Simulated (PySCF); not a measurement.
# C2H10OSi3: the cost of one run

Programs: PySCF 2.14.0, with routines of our own; each step states its level. All values are computed. Atoms count from 0.

## 1. The starting structure

16 atoms, charge 0, multiplicity 1; geometry from: GFN2-xTB.

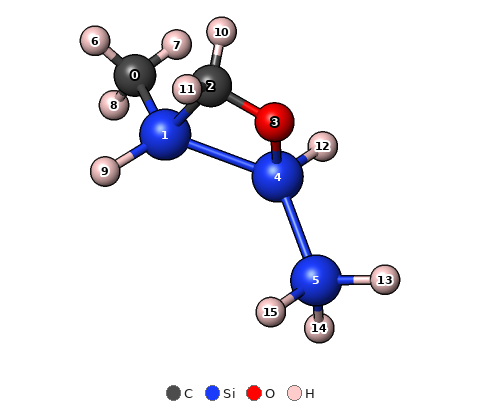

The starting geometry (carbon dark grey, silicon blue, oxygen red, hydrogen pink).

## 2. Geometry optimisation at PBE0-D3(BJ)/def2-SVP

The job: settings as JSON, then the geometry in Å.

```
{"job": {"xc": "PBE0", "basis": "def2-SVP", "d3": "d3bj", "grid": 1, "kind": "geom"}, "charge": 0, "multiplicity": 1}
C      2.657181     0.812642    -0.493057
Si     0.919595     0.743707     0.277864
C      0.657256    -0.814632     1.390335
O     -0.516151    -1.365453     0.785164
Si    -0.862096    -0.509588    -0.595684
Si    -3.117743    -0.055714    -0.602245
H      3.425424     0.939746     0.265131
H      2.885475    -0.092429    -1.048159
H      2.731063     1.649311    -1.180389
H      0.718015     1.963138     1.082947
H      1.453268    -1.562259     1.345183
H      0.437363    -0.629134     2.443549
H     -0.420237    -1.317096    -1.761772
H     -3.995336    -1.229669    -0.608782
H     -3.420734     0.692133    -1.826984
H     -3.559939     0.784240     0.515487
```

Run with:

```console
> OMP_NUM_THREADS=1 python excited_run.py task.json out
```

One launch serves the whole session: the jobs run in the order shown.

Q: Estimate the wall time and peak memory of this first job on 1 thread of Arm Neoverse N1, shared host.

About 84 s, with a peak of 0.64 GiB.
